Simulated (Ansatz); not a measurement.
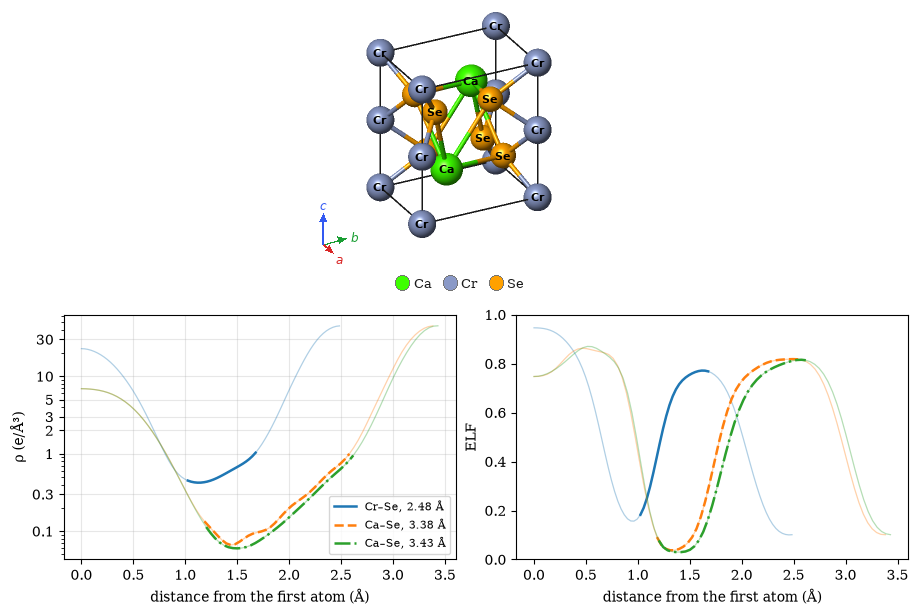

Figure 1: CaCrSe$_{3}$. Valence charge density (pseudo) and ELF along straight lines between neighbouring atoms. Thin, pale parts lie inside the atomic spheres. The structure is drawn too.

Space group P6₃/mmc; a structure generated by program, which may or may not match a known phase; the SCF solution may not be the lowest one; the program warned that another magnetic order may lie lower; spin-polarised.

Computed with Ansatz, DFT PBE, scalar-relativistic, plane waves, PAW.

The density is the valence pseudo-density of a PAW calculation; it isn't the true density close to the nuclei.

Input file:

```
crystal:
  lattice:
    - [6.7129474506, 0.0, 0.0]
    - [-3.3564737253, 5.8135830265, 0.0]
    - [0.0, 0.0, 5.8843993527]
  atoms:
    - { symbol: Ca, position: [0.3333333333, 0.6666666667, 0.75] }
    - { symbol: Ca, position: [0.6666666667, 0.3333333333, 0.25] }
    - { symbol: Cr, position: [0.0, 0.0, 0.0], spin: 2.63 }
    - { symbol: Cr, position: [0.0, 0.0, 0.5], spin: 2.63 }
    - { symbol: Se, position: [0.8268418162, 0.6536836325, 0.75] }
    - { symbol: Se, position: [0.3463163675, 0.1731581838, 0.75] }
    - { symbol: Se, position: [0.8268418162, 0.1731581838, 0.75] }
    - { symbol: Se, position: [0.1731581838, 0.3463163675, 0.25] }
    - { symbol: Se, position: [0.6536836325, 0.8268418162, 0.25] }
    - { symbol: Se, position: [0.1731581838, 0.8268418162, 0.25] }
basis:
  ecutwfc: 420
kpoints:
  mp_grid: { grid: [6, 6, 8] }
hamiltonian:
  xc: pbe
scf:
  occupations: { method: gaussian, width: 0.1 }
output:
  forces: true
  stress: true
  eigenvalues: true
  populations: true
  write_density: true
  write_potential: true
  elf: true
  volumetric_format: npy
magnetization:
  spin_polarized: true
relax:
  adjacent_minimum: "off"
  f_tol: 0.01
  max_steps: 80
  cell: { stress_tol: 0.05 }
```

Command:

```sh
ansatz run input.yaml --threads 1 --pin off --max-ram 2560MiB --backend cpu --events-out ev --progress --plain --runs-dir out
```

Below, planes, directions and counts refer to the conventional cell (a = 6.76 Å, b = 6.76 Å, c = 5.75 Å, α = 90.00°, β = 90.00°, γ = 120.00°).

The fields are those of the run's last geometry, not of the input's.

Question: Compare the contacts.

Answer: Cr–Se (2.48 Å): ρ is about 0.45 e/Å³ halfway; the ELF is about 0.55 at the midpoint.
Ca–Se (3.38 Å): ρ is about 0.1 e/Å³ halfway, with its minimum of 0.07 e/Å³ about 1.4 Å from Ca; the ELF is about 0.30 at the midpoint and 0.05 at its lowest between the atoms; no shared electron pair shows on this line.
Ca–Se (3.43 Å): ρ is about 0.08 e/Å³ halfway, with its minimum of 0.06 e/Å³ about 1.5 Å from Ca; the ELF is about 0.20 at the midpoint and 0.05 at its lowest between the atoms; no shared electron pair shows on this line.
